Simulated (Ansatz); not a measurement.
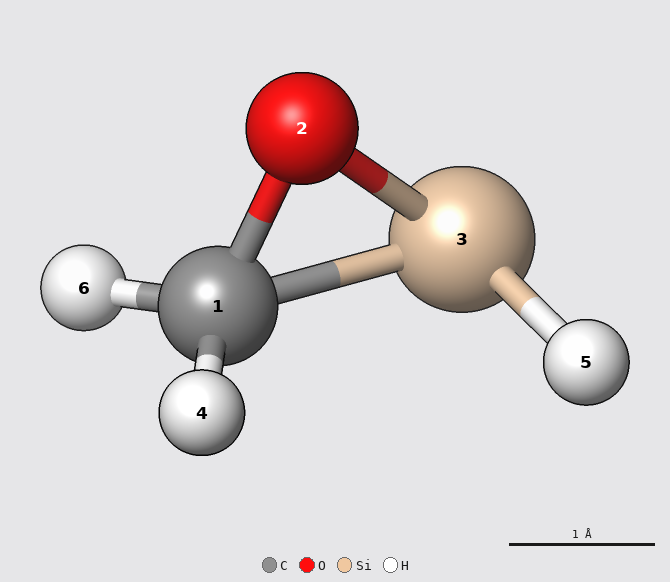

The atoms are numbered. The species has charge −1 and is a spin singlet. Computed geometry: PBE0-D4/def2-TZVPD optimisation. No frequency run is at hand to confirm it as a minimum.

Describe the coordination of atom 3.

Answer. Si3 has 3 neighbours (C1 at 1.89, O2 at 1.77, H5 at 1.57 Å); the arrangement is trigonal pyramidal.
